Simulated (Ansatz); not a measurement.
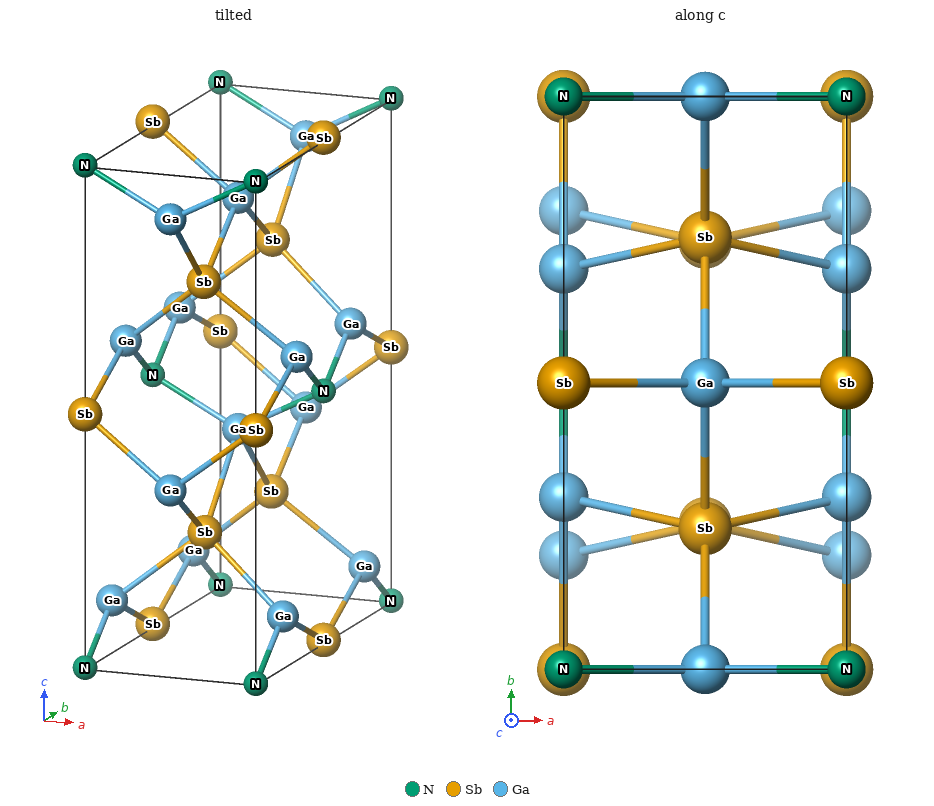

Structure drawing (ball-and-stick), viewed slightly off an axis and along the c axis. The wireframe shows the conventional unit cell.

Ga₄Sb₃N, space group Amm2 (No. 38), a = 4.061 Å, b = 8.223 Å, c = 11.456 Å, α = 90.00°, β = 90.00°, γ = 90.00°. Provenance: a structure type filled with these elements by a generator (whether the compound takes this form wasn't checked). Earlier steps of the study, as a rule a relaxation of our own, may have changed the cell and positions, so they can lie some per cent off the listed ones. It went into a calculation with Ansatz.

This one geometry was computed with Ansatz (DFT, plane waves, PAW) at three levels of theory: r2SCAN, PBE and PBE with spin-orbit coupling. It was relaxed beforehand with r2SCAN.

### Which level gives the highest pressure at this volume, and what does that say about its equilibrium volume?

Highest: PBE (2.3 GPa) and PBE with spin-orbit coupling (2.4 GPa), which points to the largest equilibrium volume. Lowest, with the smallest volume: r2SCAN (0.0 GPa). Levels within 0.5 GPa of each other can't be told apart.

### How does the band gap change with the level of theory?

All levels give a metal, though semilocal functionals underestimate gaps and can close a small one.

### Collect the results in a table.

| level | cutoff (eV) | k-mesh of the run's cell | gap (eV) | pressure (GPa) |
| --- | --- | --- | --- | --- |
| r2SCAN | 500 | 6×4×4 | metal | 0.0 |
| PBE | 420 | 6×4×4 | metal | 2.3 |
| PBE with spin-orbit coupling | 420 | 6×4×4 | metal | 2.4 |

Gaps are taken on the k-mesh or band path of each run.
